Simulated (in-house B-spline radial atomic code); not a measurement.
# Nd³⁷⁺: ionisation energy by several methods

Wanted: one ionisation energy, Nd³⁷⁺ to configuration [Ar] 3d4, up the ladder of functionals.

The numbers are computed with in-house B-spline radial atomic code version 1 (scalar-relativistic (X2C), several functionals, spin-polarised; spherical all-electron atom at the radial basis limit), except any that are marked as measured or tabulated.

### 1 The system

| Quantity | Value |
| --- | --- |
| element | neodymium (Z = 60) |
| charge | +37 |
| electrons | 23 |
| configuration | [Ar] 3d5 |
| nucleus | Fermi, rms radius 4.912 fm |

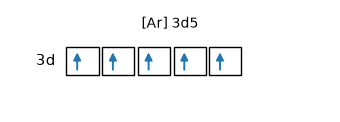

Outer shells as boxes.

Where spins are not typed, each open shell is filled with up spins first.

### 2 SCAN

The run's settings:

```ini
Z = 60
electrons = 23.0
configuration = [Ar] 3d5
hamiltonian = x2c
method = scan,scan
spin_polarised = True
nucleus = fermi
rms_radius = 4.9123
mass_number = 142
atomic_mass = 141.907728824
speed_of_light = 137.035999084
```

Main fields of the result record, rounded:

```text
{
  "status": "converged",
  "scf [iteration, energy, orbital gradient]": [
    [1, -8633.4873773, 0.212],
    [2, -8633.49563026, 0.00232],
    [3, -8633.49563145, 0.00117],
    [4, -8633.49563175, 0.000596],
    [5, -8633.49563184, 1.92e-05],
    [6, -8633.49563184, 1.38e-06],
    [7, -8633.49563184, 1.47e-07]
  ],
  "energy [hartree]": {"total": -8633.49563184, "kinetic": 9380.03613901, "nuclear": -19446.7034564, "coulomb": 1596.37342239, "xc": -163.201736837},
  "orbitals [hartree, bohr; first row names the columns]": [
    ["name", "occ", "eps", "<r>", "<r^2>", "<1/r>", "r_max"],
    ["1s up", 1.0, -1661.322, 0.022952, 0.00072638, 70.279, 0.01429],
    ["1s down", 1.0, -1661.2987, 0.022952, 0.00072632, 70.28, 0.01429],
    ["2s up", 1.0, -324.84597, 0.099798, 0.011807, 16.246, 0.085129],
    ["2s down", 1.0, -323.95835, 0.099615, 0.011764, 16.283, 0.085056],
    ["2p up", 3.0, -297.91998, 0.087915, 0.0094346, 14.556, 0.068389],
    ["2p down", 3.0, -297.22835, 0.087712, 0.0093894, 14.585, 0.068271],
    ["3s up", 1.0, -115.00719, 0.25228, 0.072631, 6.156, 0.2362],
    ["3s down", 1.0, -113.99434, 0.25341, 0.073256, 6.1101, 0.23681],
    ["3p up", 3.0, -106.46597, 0.24758, 0.070859, 5.6731, 0.22954],
    ["3p down", 3.0, -105.40951, 0.24888, 0.071568, 5.6316, 0.23028],
    ["3d up", 5.0, -95.705675, 0.22178, 0.057084, 5.3603, 0.18522]
  ],
  "sum_r [bohr^k]": {"-1": 333.4922, "1": 3.876158, "2": 0.9400805},
  "radius_at_0.001 [bohr]": 0.7774,
  "radius_enclosing [bohr]": {"0.5": 0.1535, "0.9": 0.3172, "0.99": 0.4606},
  "slater [hartree]": {
    "F0(3p up,3p up)": 3.6324,
    "F2(3p up,3p up)": 1.8194,
    "F0(3p up,3p down)": 3.6227,
    "F2(3p up,3p down)": 1.816,
    "F0(3p up,3d up)": 3.7964,
    "F2(3p up,3d up)": 1.8251,
    "G1(3p up,3d up)": 1.9633,
    "G3(3p up,3d up)": 1.3088,
    "F0(3p down,3p down)": 3.6132,
    "F2(3p down,3p down)": 1.8128,
    "F0(3p down,3d up)": 3.7855,
    "F2(3p down,3d up)": 1.8199,
    "F0(3d up,3d up)": 4.0793,
    "F2(3d up,3d up)": 2.0968,
    "F4(3d up,3d up)": 1.3535
  },
  "ionisation_energy [hartree]": 97.5448043
}
```

It took 0.41 s on 1 thread, shared host.

The run also solves the next ion with the same method; the record keeps the difference, ionisation_energy. radius_at_0.001 is where the density falls to 0.001 electrons per bohr³. Meta-GGA runs start from a PBE run whose iterations are not counted.

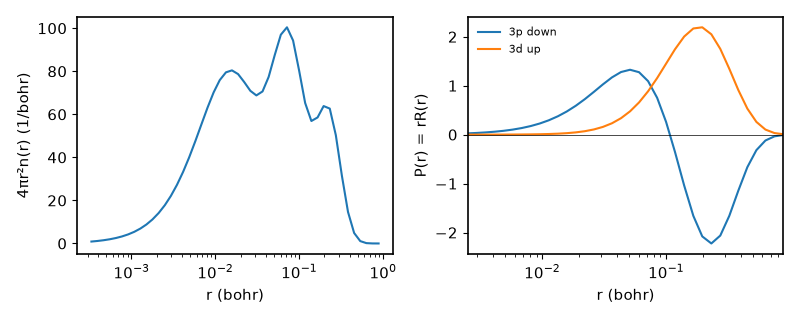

Radial density (left) and the radial functions of 3p down, 3d up (right).

On the record's full grid the radial density has clear maxima near r = 0.016, 0.072, 0.20 bohr.

X-ray form factor of the spherical density:

```csv
sinθ/λ (1/Å),f (electrons)
0,23.000
0.1,22.931
0.2,22.725
0.3,22.388
0.4,21.929
0.6,20.689
0.8,19.120
1,17.357
1.4,13.757
1.8,10.677
2.5,7.274
4,4.681
6,2.719
```

### 3 AM05

The settings differ from step 2 so:

```diff
@@ -4,3 +4,3 @@
 hamiltonian = x2c
-method = scan,scan
+method = am05
 spin_polarised = True
```

Results of the run:

```text
{
  "status": "converged",
  "scf [iteration, energy, orbital gradient]": [
    [1, -8579.26085642, 5.61],
    [2, -8624.34981188, 0.774],
    [3, -8625.49719087, 0.318],
    [4, -8625.69708909, 0.133],
    [5, -8625.73733391, 0.023],
    [6, -8625.73858986, 5.13e-05],
    [7, -8625.73858987, 2.42e-06],
    [8, -8625.73858987, 1.19e-08]
  ],
  "energy [hartree]": {"total": -8625.73858987, "kinetic": 9369.52008421, "nuclear": -19435.7837558, "coulomb": 1595.87683071, "xc": -155.35174895},
  "orbitals [hartree, bohr; first row names the columns]": [
    ["name", "occ", "eps", "<r>"],
    ["1s up", 1.0, -1657.2718, 0.022968],
    ["1s down", 1.0, -1657.2552, 0.022967],
    ["2s up", 1.0, -323.4969, 0.099928],
    ["2s down", 1.0, -322.77482, 0.099793],
    ["2p up", 3.0, -296.95757, 0.087947],
    ["2p down", 3.0, -296.3988, 0.087793],
    ["3s up", 1.0, -114.32005, 0.25281],
    ["3s down", 1.0, -113.55787, 0.25354],
    ["3p up", 3.0, -106.0017, 0.24784],
    ["3p down", 3.0, -105.21301, 0.24872],
    ["3d up", 5.0, -95.504091, 0.22168]
  ],
  "sum_r [bohr^k]": {"-1": 333.2945, "1": 3.877334, "2": 0.940821},
  "ionisation_energy [hartree]": 97.361933
}
```

Run time: 0.24 s. Hardware: 1 thread, shared host.

### 4 OLYP

The settings differ from step 3 so:

```diff
@@ -4,3 +4,3 @@
 hamiltonian = x2c
-method = am05
+method = optx,lyp
 spin_polarised = True
```

Results of the run:

```text
{
  "status": "converged",
  "scf [iteration, energy, orbital gradient]": [
    [1, -8587.59996037, 5.71],
    [2, -8633.32127015, 0.768],
    [3, -8634.43117258, 0.315],
    [4, -8634.62614882, 0.13],
    [5, -8634.66585035, 0.0225],
    [6, -8634.6670392, 4.76e-05],
    [7, -8634.66703921, 2.72e-06],
    [8, -8634.66703921, 3.64e-08]
  ],
  "energy [hartree]": {"total": -8634.6670392, "kinetic": 9381.37396947, "nuclear": -19448.7297296, "coulomb": 1597.09268706, "xc": -164.403966153},
  "orbitals [hartree, bohr; first row names the columns]": [
    ["name", "occ", "eps", "<r>"],
    ["1s up", 1.0, -1658.7875, 0.022953],
    ["1s down", 1.0, -1658.7777, 0.022953],
    ["2s up", 1.0, -323.97452, 0.09986],
    ["2s down", 1.0, -323.20334, 0.099686],
    ["2p up", 3.0, -297.3369, 0.087913],
    ["2p down", 3.0, -296.75739, 0.087721],
    ["3s up", 1.0, -114.56422, 0.25248],
    ["3s down", 1.0, -113.7529, 0.25327],
    ["3p up", 3.0, -106.21244, 0.24756],
    ["3p down", 3.0, -105.35918, 0.24857],
    ["3d up", 5.0, -95.710007, 0.22147]
  ],
  "sum_r [bohr^k]": {"-1": 333.5271, "1": 3.873827, "2": 0.9389788},
  "ionisation_energy [hartree]": 97.5652532
}
```

Wall time 0.23 s (1 thread, shared host).

### 5 revTPSS

The settings differ from step 4 so:

```diff
@@ -4,3 +4,3 @@
 hamiltonian = x2c
-method = optx,lyp
+method = revtpss,revtpss
 spin_polarised = True
```

Results of the run:

```text
{
  "status": "converged",
  "scf [iteration, energy, orbital gradient]": [
    [1, -8631.84630342, 0.1],
    [2, -8631.84927055, 0.00169],
    [3, -8631.84927391, 0.00076],
    [4, -8631.8492745, 0.000345],
    [5, -8631.84927462, 3.84e-05],
    [6, -8631.84927463, 1.38e-06],
    [7, -8631.84927463, 1.11e-07]
  ],
  "energy [hartree]": {"total": -8631.84927463, "kinetic": 9378.32578924, "nuclear": -19444.7064914, "coulomb": 1596.04868865, "xc": -161.517261152},
  "orbitals [hartree, bohr; first row names the columns]": [
    ["name", "occ", "eps", "<r>"],
    ["1s up", 1.0, -1660.2556, 0.02294],
    ["1s down", 1.0, -1660.249, 0.02294],
    ["2s up", 1.0, -323.90331, 0.099828],
    ["2s down", 1.0, -323.29651, 0.099664],
    ["2p up", 3.0, -297.07114, 0.087932],
    ["2p down", 3.0, -296.57277, 0.087764],
    ["3s up", 1.0, -114.55797, 0.25256],
    ["3s down", 1.0, -113.7713, 0.25337],
    ["3p up", 3.0, -106.11796, 0.24779],
    ["3p down", 3.0, -105.2748, 0.24882],
    ["3d up", 5.0, -95.520765, 0.22179]
  ],
  "sum_r [bohr^k]": {"-1": 333.4622, "1": 3.877162, "2": 0.9407295},
  "ionisation_energy [hartree]": 97.3723127
}
```

Wall time 0.38 s (1 thread, shared host).

### 6 r2SCAN

The settings differ from step 5 so:

```diff
@@ -4,3 +4,3 @@
 hamiltonian = x2c
-method = revtpss,revtpss
+method = r2scan
 spin_polarised = True
```

Results of the run:

```text
{
  "status": "converged",
  "scf [iteration, energy, orbital gradient]": [
    [1, -8633.0417011, 0.186],
    [2, -8633.04691814, 0.00205],
    [3, -8633.04691919, 0.00103],
    [4, -8633.04691945, 0.000518],
    [5, -8633.04691953, 2.05e-05],
    [6, -8633.04691953, 1.42e-06],
    [7, -8633.04691953, 8.87e-08]
  ],
  "energy [hartree]": {"total": -8633.04691953, "kinetic": 9379.51712956, "nuclear": -19446.1489302, "coulomb": 1596.33019931, "xc": -162.745318237},
  "orbitals [hartree, bohr; first row names the columns]": [
    ["name", "occ", "eps", "<r>"],
    ["1s up", 1.0, -1661.3297, 0.022954],
    ["1s down", 1.0, -1661.3275, 0.022953],
    ["2s up", 1.0, -324.85294, 0.099833],
    ["2s down", 1.0, -323.87537, 0.099631],
    ["2p up", 3.0, -297.93726, 0.087934],
    ["2p down", 3.0, -297.20199, 0.087711],
    ["3s up", 1.0, -114.94013, 0.25235],
    ["3s down", 1.0, -113.97172, 0.25344],
    ["3p up", 3.0, -106.4377, 0.24759],
    ["3p down", 3.0, -105.40461, 0.24888],
    ["3d up", 5.0, -95.719645, 0.22175]
  ],
  "sum_r [bohr^k]": {"-1": 333.4824, "1": 3.87628, "2": 0.9401517},
  "ionisation_energy [hartree]": 97.5508183
}
```

It took 0.38 s on 1 thread, shared host.

### 7 All methods side by side

| method | rung | total energy (hartree) | ΔSCF (eV) | −ε highest (eV) | ΔSCF less tabulated (eV) |
| --- | --- | --- | --- | --- | --- |
| AM05 | GGA | -8625.7386 | 2649.35 | 2598.80 (3d up) | +22.35 |
| OLYP | GGA | -8634.6670 | 2654.89 | 2604.40 (3d up) | +27.89 |
| SCAN | meta-GGA | -8633.4956 | 2654.33 | 2604.28 (3d up) | +27.33 |
| revTPSS | meta-GGA | -8631.8493 | 2649.64 | 2599.25 (3d up) | +22.64 |
| r2SCAN | meta-GGA | -8633.0469 | 2654.49 | 2604.66 (3d up) | +27.49 |

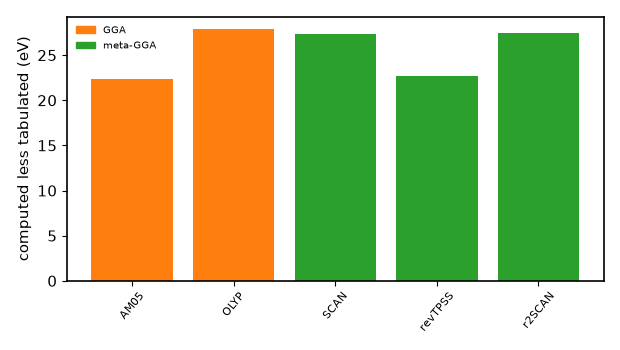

Error of each method against the tabulated value; one colour a rung.

What this shows: Against the tabulated ionisation energy, 2627 ± 4 eV (tabulated theoretical; NIST Atomic Spectra Database), the best here is AM05 (+22.35 eV) and the worst OLYP (+27.89 eV, or 1.1 %). All methods miss on the same side by much the same amount, which points to something that they share. Relativistic terms that these runs lack can be as large as the gaps between close methods, so the nearest may be so by luck. Spin-orbit coupling is left out. Open shells are averaged (over orientations, and over spins where the run is restricted), while tables refer to the lowest levels.

Members of this set that are not shown: 2 used exact exchange with fractional occupations of an open shell, which is unsound here.

What each method cost (CPU seconds, one thread, shared host; runs marked * also made radial tables):

| method | CPU time | miss (eV) |
| --- | --- | --- |
| OLYP | 0.23 s | +27.89 |
| AM05 | 0.24 s | +22.35 |
| revTPSS | 0.38 s | +22.64 |
| r2SCAN | 0.38 s | +27.49 |
| SCAN* | 0.41 s | +27.33 |
